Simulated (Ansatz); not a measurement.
**GaAs+ (quartet): SPW92, PBE, r2SCAN, PBE0, B3LYP over a scan of the distance Ga1–As2, cc-pVTZ, part 1 of 2**

How well do these functionals follow the top wave-function level for GaAs+ (quartet) over a scan of the distance Ga1–As2?

Method: cc-pVTZ, all electrons in the functionals; program: Ansatz 0.2.0, Gaussian basis.

To be run: SPW92, PBE, r2SCAN, PBE0, B3LYP, at 2.468 Å; 2.704 Å; 3.004 Å; 3.757 Å; 4.949 Å; 7.386 Å.

15 further runs of the same task are left out: 2 for a known fault of the program, 11 that didn't finish, 2 set aside as unsound or not needed.

## 1. The geometry

The geometry derives from a PBE0/def2-TZVP stationary point (not a proven minimum). One bond is set to the value named and the two fragments are kept rigid. No spin-orbit coupling is included. The filled d shell of Ga, As may be among the frozen orbitals whatever the setting's name suggests; the logs give the count.

2 atoms, charge 1, spin multiplicity 4.

Atoms are counted from 1 here; the program's logs count them from 0.

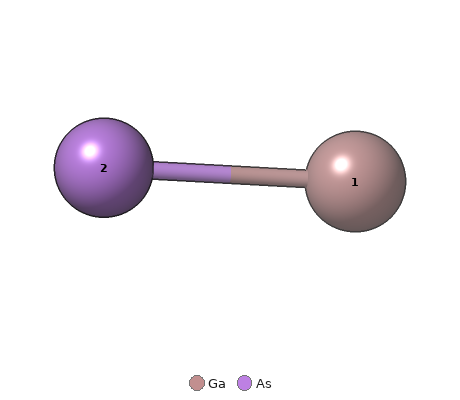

The geometry (gallium pink, arsenic purple); atoms are numbered from 1 in the order of the file.

As a file:

```
atom    x (Å)    y (Å)    z (Å)
 Ga1  0.00000  0.00000  0.00000
 As2  0.00000  0.00000  2.70350
```

No dispersion term is added. B3LYP takes the VWN-RPA correlation.

The geometry shown and the zero of energy belong to the point 2.704 Å. The yardstick, UCCSDT(Q), and other wave-function levels (R restricted, U unrestricted, valence and pair active spaces) come from earlier runs.

## 2. SPW92, 2.468 Å

File in.yaml:

```yaml
crystal:
  periodic: [false, false, false]
  atoms:
    - {symbol: Ga, position_ang: [0.000000, 0.000000, 0.000000]}
    - {symbol: As, position_ang: [0.000000, 0.000000, 2.468000]}
basis:
  gaussian: {orbitals: cc-pVTZ}
total_charge: 1
magnetization: {spin_polarized: true, initial_magnetization: 3}
hamiltonian: {xc: {name: SPW92}}
```

The run is started by

```
$ ansatz run in.yaml --threads 1 --pin off --events-out ev --progress --plain --max-ram 2393MiB
```

Output, cut to the lines that bear on the results:

```text
Functional definition: SPW92
  name "SPW92"
  cite "Dirac, Proc. Camb. Phil. Soc. 26, 376 (1930) doi:10.1017/S0305004100016108"
  cite "Slater, Phys. Rev. 81, 385 (1951) doi:10.1103/PhysRev.81.385"
  cite "Perdew & Wang, Phys. Rev. B 45, 13244 (1992) doi:10.1103/PhysRevB.45.13244"
[...]
734 factors; their error is unknown
[...]
mean field -113040.48725704 eV, -4154.1612851021 hartree, gradient 3.6e-5 eV, S^2 3.751499; 0 other end points of the search recorded, 0 dependent functions left out
reference -113040.48728721 eV, -4154.1612862106 hartree; 33, 30 occupied and 53, 56 virtual orbitals, 734 factors
Total energy: -113040.48728721 eV, -4154.1612862106 hartree
```

Wall time 1.3 s (1 thread of Arm Neoverse V1, shared host).

From the report: ⟨S²⟩ of the determinant 3.751 (pure quartet: 3.75).

## 3. SPW92, 2.704 Å

Edit in.yaml of step 2 so:

```diff
@@ -4,3 +4,3 @@
     - {symbol: Ga, position_ang: [0.000000, 0.000000, 0.000000]}
-    - {symbol: As, position_ang: [0.000000, 0.000000, 2.468000]}
+    - {symbol: As, position_ang: [0.000000, 0.000000, 2.703500]}
 basis:
```

The command is unchanged.

Output, cut to the lines that bear on the results:

```text
Functional definition: SPW92
  name "SPW92"
  cite "Dirac, Proc. Camb. Phil. Soc. 26, 376 (1930) doi:10.1017/S0305004100016108"
  cite "Slater, Phys. Rev. 81, 385 (1951) doi:10.1103/PhysRev.81.385"
  cite "Perdew & Wang, Phys. Rev. B 45, 13244 (1992) doi:10.1103/PhysRevB.45.13244"
[...]
734 factors; their error is unknown
[...]
mean field -113040.49114009 eV, -4154.1614278015 hartree, gradient 5.3e-5 eV, S^2 3.751412; 0 other end points of the search recorded, 0 dependent functions left out
reference -113040.49117104 eV, -4154.1614289389 hartree; 33, 30 occupied and 53, 56 virtual orbitals, 734 factors
Total energy: -113040.49117104 eV, -4154.1614289389 hartree
```

It took 1.2 s on 1 thread of Arm Neoverse V1, shared host.

From the report: ⟨S²⟩ of the determinant 3.751 (pure quartet: 3.75).

## 4. SPW92, 3.004 Å

Edit in.yaml of step 3 so:

```diff
@@ -4,3 +4,3 @@
     - {symbol: Ga, position_ang: [0.000000, 0.000000, 0.000000]}
-    - {symbol: As, position_ang: [0.000000, 0.000000, 2.703500]}
+    - {symbol: As, position_ang: [0.000000, 0.000000, 3.004000]}
 basis:
```

Launched as before.

Output, cut to the lines that bear on the results:

```text
Functional definition: SPW92
  name "SPW92"
  cite "Dirac, Proc. Camb. Phil. Soc. 26, 376 (1930) doi:10.1017/S0305004100016108"
  cite "Slater, Phys. Rev. 81, 385 (1951) doi:10.1103/PhysRev.81.385"
  cite "Perdew & Wang, Phys. Rev. B 45, 13244 (1992) doi:10.1103/PhysRevB.45.13244"
[...]
734 factors; their error is unknown
[...]
mean field -113040.34791635 eV, -4154.1561644261 hartree, gradient 1.1e-5 eV, S^2 3.751037; 0 other end points of the search recorded, 0 dependent functions left out
reference -113040.34794841 eV, -4154.1561656044 hartree; 33, 30 occupied and 53, 56 virtual orbitals, 734 factors
Total energy: -113040.34794841 eV, -4154.1561656044 hartree
```

Run time: 1.3 s. Hardware: 1 thread of Arm Neoverse V1, shared host.

From the report: ⟨S²⟩ of the determinant 3.751 (pure quartet: 3.75).

From 2.704 Å: +0.143 eV.

## 5. SPW92, 3.757 Å

Edit in.yaml of step 4 so:

```diff
@@ -4,3 +4,3 @@
     - {symbol: Ga, position_ang: [0.000000, 0.000000, 0.000000]}
-    - {symbol: As, position_ang: [0.000000, 0.000000, 3.004000]}
+    - {symbol: As, position_ang: [0.000000, 0.000000, 3.757000]}
 basis:
```

The command is unchanged.

Output, cut to the lines that bear on the results:

```text
Functional definition: SPW92
  name "SPW92"
  cite "Dirac, Proc. Camb. Phil. Soc. 26, 376 (1930) doi:10.1017/S0305004100016108"
  cite "Slater, Phys. Rev. 81, 385 (1951) doi:10.1103/PhysRev.81.385"
  cite "Perdew & Wang, Phys. Rev. B 45, 13244 (1992) doi:10.1103/PhysRevB.45.13244"
[...]
734 factors; their error is unknown
[...]
mean field -113039.94741054 eV, -4154.1414461092 hartree, gradient 2.2e-5 eV, S^2 3.750532; 0 other end points of the search recorded, 0 dependent functions left out
reference -113039.94744568 eV, -4154.1414474006 hartree; 33, 30 occupied and 53, 56 virtual orbitals, 734 factors
Total energy: -113039.94744568 eV, -4154.1414474006 hartree
```

Wall time 1.4 s (1 thread of Arm Neoverse V1, shared host).

From the report: ⟨S²⟩ of the determinant 3.751 (pure quartet: 3.75).

From 2.704 Å: +0.544 eV.

## 6. SPW92, 4.949 Å

Edit in.yaml of step 5 so:

```diff
@@ -4,3 +4,3 @@
     - {symbol: Ga, position_ang: [0.000000, 0.000000, 0.000000]}
-    - {symbol: As, position_ang: [0.000000, 0.000000, 3.757000]}
+    - {symbol: As, position_ang: [0.000000, 0.000000, 4.949000]}
 basis:
```

Launched as before.

Output, cut to the lines that bear on the results:

```text
Functional definition: SPW92
  name "SPW92"
  cite "Dirac, Proc. Camb. Phil. Soc. 26, 376 (1930) doi:10.1017/S0305004100016108"
  cite "Slater, Phys. Rev. 81, 385 (1951) doi:10.1103/PhysRev.81.385"
  cite "Perdew & Wang, Phys. Rev. B 45, 13244 (1992) doi:10.1103/PhysRevB.45.13244"
[...]
734 factors; their error is unknown
[...]
mean field -113039.61565096 eV, -4154.1292541692 hartree, gradient 3.3e-5 eV, S^2 3.750434; 4 other end points of the search recorded, 0 dependent functions left out
reference -113039.61568994 eV, -4154.1292556018 hartree; 33, 30 occupied and 53, 56 virtual orbitals, 734 factors
Total energy: -113039.61568994 eV, -4154.1292556018 hartree
```

Run time: 2 s. Hardware: 1 thread of Arm Neoverse V1, shared host.

From the report: ⟨S²⟩ of the determinant 3.750 (pure quartet: 3.75).

From 2.704 Å: +0.875 eV.

## 7. SPW92, 7.386 Å

Edit in.yaml of step 6 so:

```diff
@@ -4,3 +4,3 @@
     - {symbol: Ga, position_ang: [0.000000, 0.000000, 0.000000]}
-    - {symbol: As, position_ang: [0.000000, 0.000000, 4.949000]}
+    - {symbol: As, position_ang: [0.000000, 0.000000, 7.386000]}
 basis:
```

Same command.

Output, cut to the lines that bear on the results:

```text
Functional definition: SPW92
  name "SPW92"
  cite "Dirac, Proc. Camb. Phil. Soc. 26, 376 (1930) doi:10.1017/S0305004100016108"
  cite "Slater, Phys. Rev. 81, 385 (1951) doi:10.1103/PhysRev.81.385"
  cite "Perdew & Wang, Phys. Rev. B 45, 13244 (1992) doi:10.1103/PhysRevB.45.13244"
[...]
734 factors; their error is unknown
[...]
mean field -113039.53563445 eV, -4154.1263136169 hartree, gradient 8.7e-6 eV, S^2 3.750427; 7 other end points of the search recorded, 0 dependent functions left out
reference -113039.53567974 eV, -4154.1263152811 hartree; 33, 30 occupied and 53, 56 virtual orbitals, 734 factors
Total energy: -113039.53567974 eV, -4154.1263152811 hartree
```

It took 12 s on 1 thread of Arm Neoverse V1, shared host.

From the report: ⟨S²⟩ of the determinant 3.750 (pure quartet: 3.75).

From 2.704 Å: +0.955 eV.

## 8. PBE, 2.468 Å

File in.yaml:

```yaml
crystal:
  periodic: [false, false, false]
  atoms:
    - {symbol: Ga, position_ang: [0.000000, 0.000000, 0.000000]}
    - {symbol: As, position_ang: [0.000000, 0.000000, 2.468000]}
basis:
  gaussian: {orbitals: cc-pVTZ}
total_charge: 1
magnetization: {spin_polarized: true, initial_magnetization: 3}
hamiltonian: {xc: {name: PBE}}
output: {orbitals: {seedname: orbitals}}
```

Launched as before.

Output, cut to the lines that bear on the results:

```text
Functional definition: PBE
  name "PBE"
  cite "Perdew, Burke & Ernzerhof, Phys. Rev. Lett. 77, 3865 (1996) doi:10.1103/PhysRevLett.77.3865"
  parent pbe
[...]
734 factors; their error is unknown
[...]
mean field -113195.76323897 eV, -4159.8675721880 hartree, gradient 2.2e-5 eV, S^2 3.753120; 0 other end points of the search recorded, 0 dependent functions left out
reference -113195.76327719 eV, -4159.8675735926 hartree; 33, 30 occupied and 53, 56 virtual orbitals, 734 factors
Total energy: -113195.76327719 eV, -4159.8675735926 hartree
```

Wall time 2.4 s (1 thread of Arm Neoverse V1, shared host).

From the report: ⟨S²⟩ of the determinant 3.753 (pure quartet: 3.75).

## 9. PBE, 2.704 Å

Edit in.yaml of step 8 so:

```diff
@@ -4,3 +4,3 @@
     - {symbol: Ga, position_ang: [0.000000, 0.000000, 0.000000]}
-    - {symbol: As, position_ang: [0.000000, 0.000000, 2.468000]}
+    - {symbol: As, position_ang: [0.000000, 0.000000, 2.703500]}
 basis:
```

The command is unchanged.

Output, cut to the lines that bear on the results:

```text
Functional definition: PBE
  name "PBE"
  cite "Perdew, Burke & Ernzerhof, Phys. Rev. Lett. 77, 3865 (1996) doi:10.1103/PhysRevLett.77.3865"
  parent pbe
[...]
734 factors; their error is unknown
[...]
mean field -113195.85135487 eV, -4159.8708103878 hartree, gradient 7.3e-6 eV, S^2 3.753032; 0 other end points of the search recorded, 0 dependent functions left out
reference -113195.85139398 eV, -4159.8708118251 hartree; 33, 30 occupied and 53, 56 virtual orbitals, 734 factors
Total energy: -113195.85139398 eV, -4159.8708118251 hartree
```

Wall time 2.4 s (1 thread of Arm Neoverse V1, shared host).

From the report: ⟨S²⟩ of the determinant 3.753 (pure quartet: 3.75).

## 10. PBE, 3.004 Å

Edit in.yaml of step 9 so:

```diff
@@ -4,3 +4,3 @@
     - {symbol: Ga, position_ang: [0.000000, 0.000000, 0.000000]}
-    - {symbol: As, position_ang: [0.000000, 0.000000, 2.703500]}
+    - {symbol: As, position_ang: [0.000000, 0.000000, 3.004000]}
 basis:
```

Launched as before.

Output, cut to the lines that bear on the results:

```text
Functional definition: PBE
  name "PBE"
  cite "Perdew, Burke & Ernzerhof, Phys. Rev. Lett. 77, 3865 (1996) doi:10.1103/PhysRevLett.77.3865"
  parent pbe
[...]
734 factors; their error is unknown
[...]
mean field -113195.78453925 eV, -4159.8683549591 hartree, gradient 1.3e-5 eV, S^2 3.752193; 0 other end points of the search recorded, 0 dependent functions left out
reference -113195.78457940 eV, -4159.8683564343 hartree; 33, 30 occupied and 53, 56 virtual orbitals, 734 factors
Total energy: -113195.78457940 eV, -4159.8683564343 hartree
```

Wall time 2.4 s (1 thread of Arm Neoverse V1, shared host).

From the report: ⟨S²⟩ of the determinant 3.752 (pure quartet: 3.75).

From 2.704 Å: +0.067 eV.

## 11. PBE, 3.757 Å

Edit in.yaml of step 10 so:

```diff
@@ -4,3 +4,3 @@
     - {symbol: Ga, position_ang: [0.000000, 0.000000, 0.000000]}
-    - {symbol: As, position_ang: [0.000000, 0.000000, 3.004000]}
+    - {symbol: As, position_ang: [0.000000, 0.000000, 3.757000]}
 basis:
```

The command is unchanged.

Output, cut to the lines that bear on the results:

```text
Functional definition: PBE
  name "PBE"
  cite "Perdew, Burke & Ernzerhof, Phys. Rev. Lett. 77, 3865 (1996) doi:10.1103/PhysRevLett.77.3865"
  parent pbe
[...]
734 factors; their error is unknown
[...]
mean field -113195.48701871 eV, -4159.8574212808 hartree, gradient 1.8e-5 eV, S^2 3.750785; 0 other end points of the search recorded, 0 dependent functions left out
reference -113195.48706200 eV, -4159.8574228717 hartree; 33, 30 occupied and 53, 56 virtual orbitals, 734 factors
Total energy: -113195.48706200 eV, -4159.8574228717 hartree
```

It took 2.5 s on 1 thread of Arm Neoverse V1, shared host.

From the report: ⟨S²⟩ of the determinant 3.751 (pure quartet: 3.75).

From 2.704 Å: +0.364 eV.

## 12. PBE, 4.949 Å

Edit in.yaml of step 11 so:

```diff
@@ -4,3 +4,3 @@
     - {symbol: Ga, position_ang: [0.000000, 0.000000, 0.000000]}
-    - {symbol: As, position_ang: [0.000000, 0.000000, 3.757000]}
+    - {symbol: As, position_ang: [0.000000, 0.000000, 4.949000]}
 basis:
```

The command is unchanged.

Output, cut to the lines that bear on the results:

```text
Functional definition: PBE
  name "PBE"
  cite "Perdew, Burke & Ernzerhof, Phys. Rev. Lett. 77, 3865 (1996) doi:10.1103/PhysRevLett.77.3865"
  parent pbe
[...]
734 factors; their error is unknown
[...]
mean field -113195.21469131 eV, -4159.8474134333 hartree, gradient 1.2e-5 eV, S^2 3.750542; 6 other end points of the search recorded, 0 dependent functions left out
reference -113195.21473906 eV, -4159.8474151882 hartree; 33, 30 occupied and 53, 56 virtual orbitals, 734 factors
Total energy: -113195.21473906 eV, -4159.8474151882 hartree
```

Run time: 4.6 s. Hardware: 1 thread of Arm Neoverse V1, shared host.

From the report: ⟨S²⟩ of the determinant 3.751 (pure quartet: 3.75).

From 2.704 Å: +0.637 eV.

## 13. PBE, 7.386 Å

Edit in.yaml of step 12 so:

```diff
@@ -4,3 +4,3 @@
     - {symbol: Ga, position_ang: [0.000000, 0.000000, 0.000000]}
-    - {symbol: As, position_ang: [0.000000, 0.000000, 4.949000]}
+    - {symbol: As, position_ang: [0.000000, 0.000000, 7.386000]}
 basis:
```

The command is unchanged.

Output, cut to the lines that bear on the results:

```text
Functional definition: PBE
  name "PBE"
  cite "Perdew, Burke & Ernzerhof, Phys. Rev. Lett. 77, 3865 (1996) doi:10.1103/PhysRevLett.77.3865"
  parent pbe
[...]
734 factors; their error is unknown
[...]
mean field -113195.14260512 eV, -4159.8447643147 hartree, gradient 9.3e-7 eV, S^2 3.750573; 7 other end points of the search recorded, 0 dependent functions left out
reference -113195.14265978 eV, -4159.8447663234 hartree; 33, 30 occupied and 53, 56 virtual orbitals, 734 factors
Total energy: -113195.14265978 eV, -4159.8447663234 hartree
```

Run time: 24 s. Hardware: 1 thread of Arm Neoverse V1, shared host.

From the report: ⟨S²⟩ of the determinant 3.751 (pure quartet: 3.75).

From 2.704 Å: +0.709 eV.

## 14. r2SCAN, 2.468 Å

File in.yaml:

```yaml
crystal:
  periodic: [false, false, false]
  atoms:
    - {symbol: Ga, position_ang: [0.000000, 0.000000, 0.000000]}
    - {symbol: As, position_ang: [0.000000, 0.000000, 2.468000]}
basis:
  gaussian: {orbitals: cc-pVTZ}
total_charge: 1
magnetization: {spin_polarized: true, initial_magnetization: 3}
hamiltonian: {xc: {name: r2SCAN}}
output: {forces: true}
```

The command is unchanged.

Output, cut to the lines that bear on the results:

```text
Functional definition: r2SCAN
  name "r2SCAN"
  cite "Furness, Kaplan, Ning, Perdew & Sun, J. Phys. Chem. Lett. 11, 8208 (2020) doi:10.1021/acs.jpclett.0c02405"
  cite "Furness, Kaplan, Ning, Perdew & Sun, J. Phys. Chem. Lett. 11, 9248 (2020) doi:10.1021/acs.jpclett.0c03077"
  parent r2scan
[...]
734 factors; their error is unknown
[...]
mean field -113212.08366330 eV, -4160.4673367198 hartree, gradient 3.0e-5 eV, S^2 3.760160; 0 other end points of the search recorded, 0 dependent functions left out
[...]
reference -113212.08367837 eV, -4160.4673372735 hartree; 33, 30 occupied and 53, 56 virtual orbitals, 734 factors
Total energy: -113212.08367837 eV, -4160.4673372735 hartree
Atom 0 at     0.000000     0.000000     0.000000 Å, force    -0.000000     0.000000    -0.701786 eV/Å
Atom 1 at     0.000000     0.000000     2.468000 Å, force     0.000000     0.000000     0.701786 eV/Å
Dipole moment:    -0.000000     0.000000    -0.380771 e Å
```

Run time: 6.5 s. Hardware: 1 thread of Arm Neoverse V1, shared host.

From the report: ⟨S²⟩ of the determinant 3.760 (pure quartet: 3.75).

## 15. r2SCAN, 2.704 Å

File in.yaml:

```yaml
crystal:
  periodic: [false, false, false]
  atoms:
    - {symbol: Ga, position_ang: [0.000000, 0.000000, 0.000000]}
    - {symbol: As, position_ang: [0.000000, 0.000000, 2.703500]}
basis:
  gaussian: {orbitals: cc-pVTZ}
total_charge: 1
magnetization: {spin_polarized: true, initial_magnetization: 3}
hamiltonian: {xc: {name: r2SCAN}}
```

Launched as before.

Output, cut to the lines that bear on the results:

```text
Functional definition: r2SCAN
  name "r2SCAN"
  cite "Furness, Kaplan, Ning, Perdew & Sun, J. Phys. Chem. Lett. 11, 8208 (2020) doi:10.1021/acs.jpclett.0c02405"
  cite "Furness, Kaplan, Ning, Perdew & Sun, J. Phys. Chem. Lett. 11, 9248 (2020) doi:10.1021/acs.jpclett.0c03077"
  parent r2scan
[...]
734 factors; their error is unknown
[...]
mean field -113212.13514451 eV, -4160.4692286193 hartree, gradient 3.6e-6 eV, S^2 3.760597; 0 other end points of the search recorded, 0 dependent functions left out
reference -113212.13515989 eV, -4160.4692291847 hartree; 33, 30 occupied and 53, 56 virtual orbitals, 734 factors
Total energy: -113212.13515989 eV, -4160.4692291847 hartree
```

Wall time 6 s (1 thread of Arm Neoverse V1, shared host).

From the report: ⟨S²⟩ of the determinant 3.761 (pure quartet: 3.75).

## 16. r2SCAN, 3.004 Å

Edit in.yaml of step 15 so:

```diff
@@ -4,3 +4,3 @@
     - {symbol: Ga, position_ang: [0.000000, 0.000000, 0.000000]}
-    - {symbol: As, position_ang: [0.000000, 0.000000, 2.703500]}
+    - {symbol: As, position_ang: [0.000000, 0.000000, 3.004000]}
 basis:
```

Launched as before.

Output, cut to the lines that bear on the results:

```text
Functional definition: r2SCAN
  name "r2SCAN"
  cite "Furness, Kaplan, Ning, Perdew & Sun, J. Phys. Chem. Lett. 11, 8208 (2020) doi:10.1021/acs.jpclett.0c02405"
  cite "Furness, Kaplan, Ning, Perdew & Sun, J. Phys. Chem. Lett. 11, 9248 (2020) doi:10.1021/acs.jpclett.0c03077"
  parent r2scan
[...]
734 factors; their error is unknown
[...]
mean field -113212.04834119 eV, -4160.4660386562 hartree, gradient 5.0e-5 eV, S^2 3.758203; 0 other end points of the search recorded, 0 dependent functions left out
reference -113212.04835692 eV, -4160.4660392343 hartree; 33, 30 occupied and 53, 56 virtual orbitals, 734 factors
Total energy: -113212.04835692 eV, -4160.4660392343 hartree
```

Wall time 6.5 s (1 thread of Arm Neoverse V1, shared host).

From the report: ⟨S²⟩ of the determinant 3.758 (pure quartet: 3.75).

From 2.704 Å: +0.087 eV.

## 17. r2SCAN, 3.757 Å

File in.yaml:

```yaml
crystal:
  periodic: [false, false, false]
  atoms:
    - {symbol: Ga, position_ang: [0.000000, 0.000000, 0.000000]}
    - {symbol: As, position_ang: [0.000000, 0.000000, 3.757000]}
basis:
  gaussian: {orbitals: cc-pVTZ}
total_charge: 1
magnetization: {spin_polarized: true, initial_magnetization: 3}
hamiltonian: {xc: {name: r2SCAN}}
output: {forces: true}
```

The command is unchanged.

Output, cut to the lines that bear on the results:

```text
Functional definition: r2SCAN
  name "r2SCAN"
  cite "Furness, Kaplan, Ning, Perdew & Sun, J. Phys. Chem. Lett. 11, 8208 (2020) doi:10.1021/acs.jpclett.0c02405"
  cite "Furness, Kaplan, Ning, Perdew & Sun, J. Phys. Chem. Lett. 11, 9248 (2020) doi:10.1021/acs.jpclett.0c03077"
  parent r2scan
[...]
734 factors; their error is unknown
[...]
mean field -113211.73743173 eV, -4160.4546129443 hartree, gradient 8.9e-5 eV, S^2 3.752207; 0 other end points of the search recorded, 0 dependent functions left out
[...]
reference -113211.73744825 eV, -4160.4546135514 hartree; 33, 30 occupied and 53, 56 virtual orbitals, 734 factors
Total energy: -113211.73744825 eV, -4160.4546135514 hartree
Atom 0 at     0.000000     0.000000     0.000000 Å, force    -0.000000    -0.000000     0.359589 eV/Å
Atom 1 at     0.000000     0.000000     3.757000 Å, force     0.000000     0.000000    -0.359589 eV/Å
Dipole moment:     0.000000     0.000000    -1.218826 e Å
```

It took 8 s on 1 thread of Arm Neoverse V1, shared host.

From the report: ⟨S²⟩ of the determinant 3.752 (pure quartet: 3.75).

From 2.704 Å: +0.398 eV.

## 18. r2SCAN, 4.949 Å

File in.yaml:

```yaml
crystal:
  periodic: [false, false, false]
  atoms:
    - {symbol: Ga, position_ang: [0.000000, 0.000000, 0.000000]}
    - {symbol: As, position_ang: [0.000000, 0.000000, 4.949000]}
basis:
  gaussian: {orbitals: cc-pVTZ}
total_charge: 1
magnetization: {spin_polarized: true, initial_magnetization: 3}
hamiltonian: {xc: {name: r2SCAN}}
```

Same command.

Output, cut to the lines that bear on the results:

```text
Functional definition: r2SCAN
  name "r2SCAN"
  cite "Furness, Kaplan, Ning, Perdew & Sun, J. Phys. Chem. Lett. 11, 8208 (2020) doi:10.1021/acs.jpclett.0c02405"
  cite "Furness, Kaplan, Ning, Perdew & Sun, J. Phys. Chem. Lett. 11, 9248 (2020) doi:10.1021/acs.jpclett.0c03077"
  parent r2scan
[...]
734 factors; their error is unknown
[...]
mean field -113211.47081605 eV, -4160.4448149987 hartree, gradient 5.7e-5 eV, S^2 3.750789; 0 other end points of the search recorded, 0 dependent functions left out
reference -113211.47083358 eV, -4160.4448156428 hartree; 33, 30 occupied and 53, 56 virtual orbitals, 734 factors
Total energy: -113211.47083358 eV, -4160.4448156428 hartree
```

It took 9 s on 1 thread of Arm Neoverse V1, shared host.

From the report: ⟨S²⟩ of the determinant 3.751 (pure quartet: 3.75).

From 2.704 Å: +0.664 eV.

(Continued in part 2 of 2.)
